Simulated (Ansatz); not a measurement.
## Pressure series in HfO2

The parent structure is HfO$_{2}$ (space group Pnma, No. 62; a = 5.5268 Å, b = 3.2938 Å, c = 6.4531 Å; a cell from a computed database, its experimental status unchecked).

Cell and atoms are relaxed at each pressure.

Level of theory: PBEsol (Ansatz, a program for electronic structure), no spin-orbit coupling.

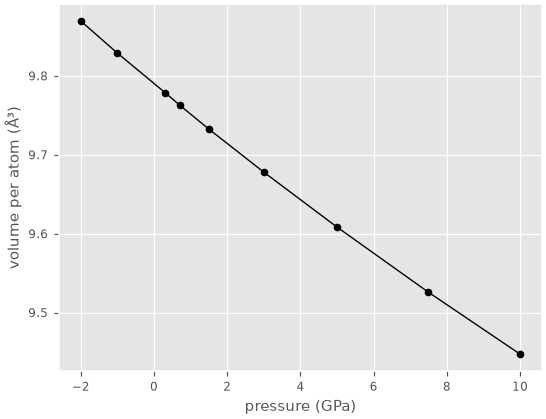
Figure. Volume against pressure

Q: Estimate the zero-pressure bulk modulus from the plot.

A: About 250 GPa; a third-order Birch–Murnaghan fit to the points gives V₀ = 9.79 Å³/atom, B₀ = 253 GPa and B₀′ = 5.9.

Between the base and pressure 10 GPa the gap moves from 3.29 eV to 3.24 eV, a mean slope of -4.9 meV/GPa.

With Hf present, leaving out spin-orbit coupling can change the band edges. Load acts through the strain it causes; cell and atoms are relaxed under it. Whether these cells are dynamically stable was not tested. Competing high-pressure phases were not computed. This is not the structure that HfO2 has at room temperature and ambient pressure.
